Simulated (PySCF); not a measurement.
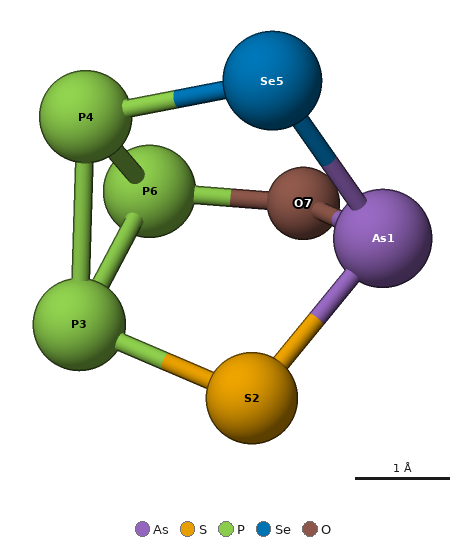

Fig. 1: The structure as given in the input (ball-and-stick view, seen at a tilt; atoms are numbered from 1 in the order of the input).

Excited-state calculation, with input and output: AsP3SeSO

The run: excited-state calculation of AsP3SeSO (AsP3SSeO nortricyclane). Method and program: TDDFT wB97X-D/def2-SVPD, vertical, gas phase, core orbitals frozen in the response (PySCF 2.14.0).

The geometry comes from this level: PBE0-D3(BJ)/def2-SVP.

**What the program printed**
```
coarse grid: 45400 points
cycle   1  E = -6133.9382404110  dE = -4.157e-01  |g| = 7.191e-01  |ddm| = 4.165e+00
cycle   2  E = -6133.8485607038  dE =  8.968e-02  |g| = 1.027e+00  |ddm| = 1.830e+00
cycle   3  E = -6134.0482073975  dE = -1.996e-01  |g| = 1.334e-01  |ddm| = 1.037e+00
cycle   4  E = -6134.0524331964  dE = -4.226e-03  |g| = 4.798e-02  |ddm| = 2.662e-01
cycle   5  E = -6134.0531617942  dE = -7.286e-04  |g| = 1.126e-02  |ddm| = 8.769e-02
cycle   6  E = -6134.0532176881  dE = -5.589e-05  |g| = 3.766e-03  |ddm| = 2.867e-02
cycle   7  E = -6134.0532306226  dE = -1.293e-05  |g| = 1.606e-03  |ddm| = 1.750e-02
cycle   8  E = -6134.0532325633  dE = -1.941e-06  |g| = 5.800e-04  |ddm| = 6.811e-03
final grid: 84880 points
cycle   9  E = -6134.0535784425  dE = -2.598e-06  |g| = 8.863e-04  |ddm| = 1.178e-02
cycle  10  E = -6134.0535786115  dE = -1.690e-07  |g| = 7.686e-04  |ddm| = 3.109e-03
cycle  11  E = -6134.0535788133  dE = -2.019e-07  |g| = 1.816e-04  |ddm| = 1.456e-03
cycle  12  E = -6134.0535788314  dE = -1.806e-08  |g| = 1.095e-04  |ddm| = 5.396e-04
cycle  13  E = -6134.0535788367  dE = -5.322e-09  |g| = 4.737e-05  |ddm| = 2.830e-04
cycle  14  E = -6134.0535788377  dE = -9.786e-10  |g| = 1.545e-05  |ddm| = 9.711e-05
```

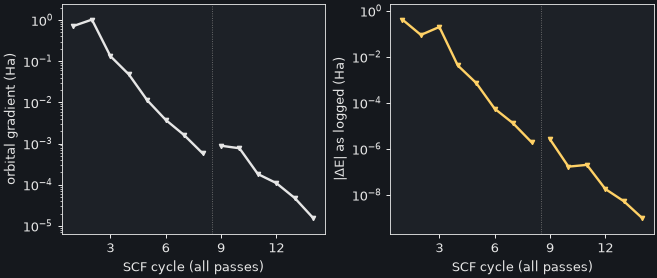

Fig. 2: Convergence of the self-consistent field: orbital gradient and size of the energy change against the SCF cycle. The dotted line marks the change from a coarse to the final integration grid. The first 8 cycles use a coarse grid, the final grid takes over at cycle 9, and the field converges after 14 cycles in all.

```
converged SCF energy = -6134.0535788377

Static polarisability (au): isotropic 141.697, principal 125.165 147.870 152.055

Singlet excitations
state   eV       nm        f      main configurations
  1   3.6978    335.3   0.00332   H->L 0.96
  2   3.9007    317.9   0.00091   H-1->L 0.96
  3   4.4932    275.9   0.00037   H->L+1 0.34, H-2->L 0.27, H->L+2 0.23
  4   4.6767    265.1   0.00135   H-2->L 0.43, H->L+1 0.41
  5   4.7759    259.6   0.00142   H->L+2 0.35, H-1->L+1 0.20, H-1->L+2 0.18
  6   4.9177    252.1   0.00158   H-1->L+1 0.48, H->L+2 0.27
  7   4.9507    250.4   0.00036   H-3->L 0.82
  8   5.0079    247.6   0.00413   H-1->L+2 0.46, H-1->L+1 0.15
  9   5.1608    240.2   0.00161   H->L+3 0.55, H->L+4 0.14, H-1->L+2 0.12
 10   5.2084    238.0   0.00979   H-1->L+4 0.51, H->L+4 0.22

Triplet excitations (Tamm-Dancoff, eV): 3.3739 3.5752 4.1417 4.2909
```

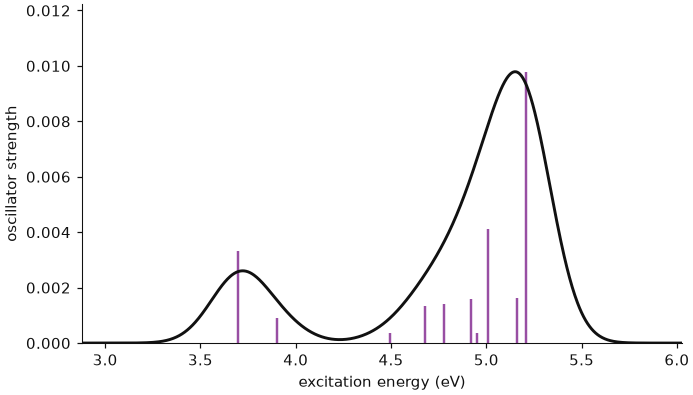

Fig. 3: Computed excitations as sticks (degenerate states added up, dark ones marked on the axis), with a Gaussian envelope of 0.35 eV full width at half maximum, scaled to the tallest. Of the 10 states the lowest lies at 3.70 eV (f = 0.003); the strongest line is at 5.21 eV, or 238 nm (f = 0.010).

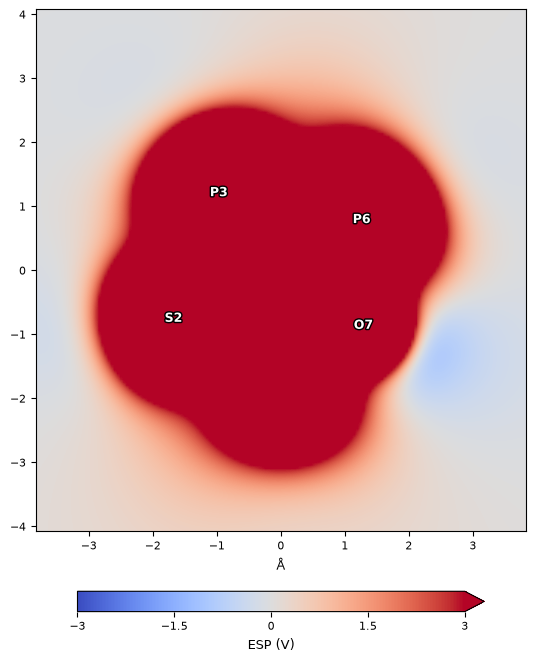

Fig. 4: Molecular electrostatic potential on the plane of atoms P3, P6 and O7.

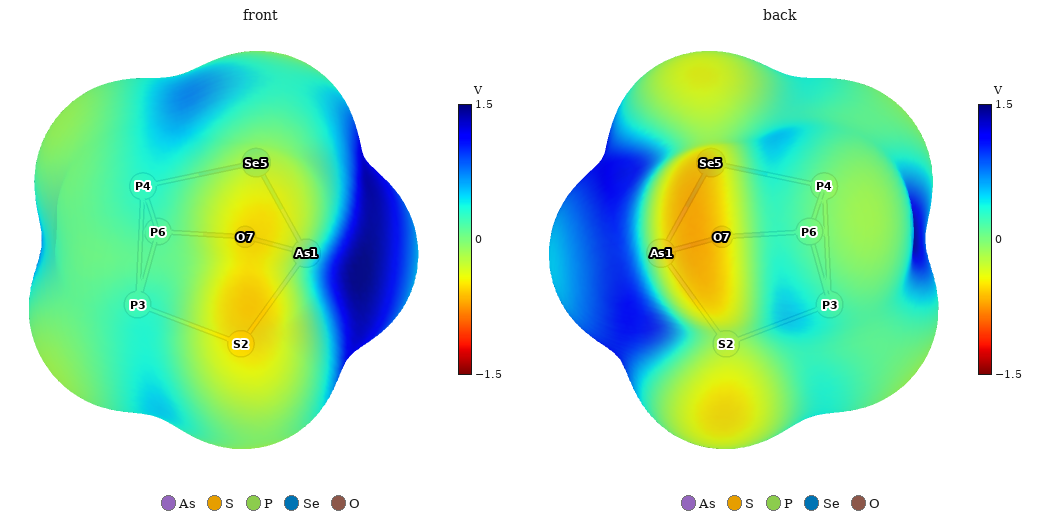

Fig. 5: The molecular electrostatic potential painted on the density surface at 0.002 e/bohr³, seen at a tilt and from behind; the colour scale runs from red (negative) to blue (positive). A positive charge is drawn to the negative regions and a negative charge to the positive ones. Its dipole moment is 0.85 D.

This output came from the following input.

**The input**
```
{"job": {"kind": "uv", "xc": "wB97X-D", "basis": "def2-SVPD", "ip": false, "nstates": 10}, "charge": 0, "multiplicity": 1}
As    -1.545573    -0.750660    -0.440771
S     -0.078446    -0.140309    -2.044549
P      1.564117     0.448643    -0.878841
P      0.725196     1.386509     0.988045
Se    -1.496433     1.310043     0.762503
P      1.191816    -0.837296     0.955627
O     -0.268827    -1.518941     0.589436
```

The first line tells a small driver script what to run in PySCF; the rest is the geometry in Å.

Command:
```bash
OMP_NUM_THREADS=1 python <driver script> task.json out
```

**Results in brief**

- outcome: converged
- total energy: −6134.053579 hartree
- HOMO: −8.73 eV
- LUMO: −0.56 eV
- dipole moment: 0.85 D
- mean polarisability: 141.70 a.u.
- lowest singlet excitation: 3.70 eV
- hardware: 1 CPU thread, shared host
- wall time: 42 s
- peak memory: 0.93 GiB

Spin–orbit coupling is left out, which matters for the heavy atoms.
